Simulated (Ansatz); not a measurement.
BFH₆P₂

Input file:

```
crystal:
  periodic: [false, false, false]
  atoms:
    - symbol: B
      position_ang: [-2.602402, 1.300214, 0.846215]
    - symbol: F
      position_ang: [-2.742687, 2.592769, 1.314216]
    - symbol: P
      position_ang: [-2.243389, 1.186089, -1.134571]
    - symbol: P
      position_ang: [-0.796208, 0.511888, 1.678117]
    - symbol: H
      position_ang: [-3.336687, 0.458658, 1.359225]
    - symbol: H
      position_ang: [-2.374270, -0.249437, -1.217658]
    - symbol: H
      position_ang: [-3.627804, 1.397122, -1.475469]
    - symbol: H
      position_ang: [-0.652551, 0.455230, 3.099639]
    - symbol: H
      position_ang: [0.498960, 1.014511, 1.337307]
    - symbol: H
      position_ang: [-0.601782, -0.866007, 1.368284]
basis:
  gaussian:
    orbitals: def2-TZVPD
hamiltonian:
  xc: pbe0
output: {forces: true, orbitals: {seedname: orbitals}}
```

Launched as:

```sh
ansatz run input.yaml --threads 1 --pin off --max-ram 2610MiB --events-out events.jsonl --progress --plain --runs-dir runs
```

Geometry: BLYP-D3(BJ)/def2-SVP.

Computed with isolated molecule in a Gaussian basis; Kohn-Sham density functional theory, functional PBE0 in Ansatz.

What can the converged electron density and electron localisation function tell about the bonding?

B–P (2.02 Å): ρ is about 0.86 e/Å³ halfway; the ELF peaks at about 0.95 between the atoms: a shared electron pair.
B–P (2.14 Å): the density is about 0.67 e/Å³ at the midpoint, with its minimum of 0.53 e/Å³ about 0.7 Å from B; the ELF peaks at about 0.95 between the atoms; a shared electron pair.
P–H (1.43 Å): the density is about 1.1 e/Å³ at the midpoint; the ELF climbs to about 1 towards the hydrogen, as it does in any bond to H.

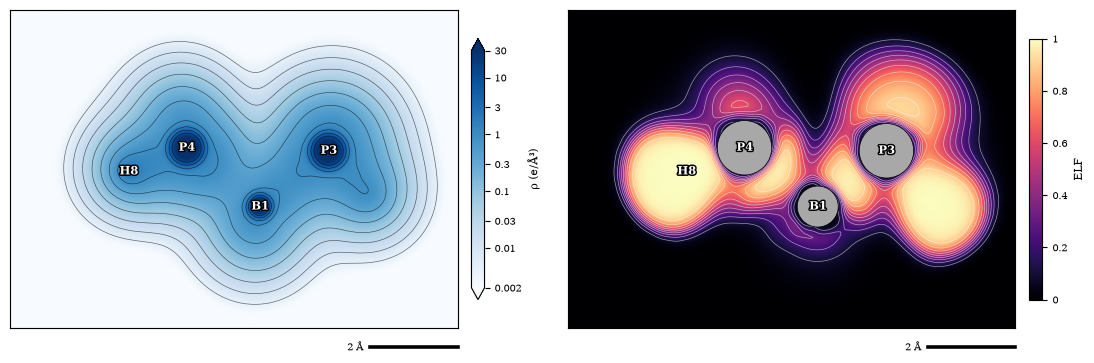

Computed electron density and electron localisation function on the plane of atoms P3, B1 and P4, in this order. Grey discs cover the atomic cores in the ELF map. 
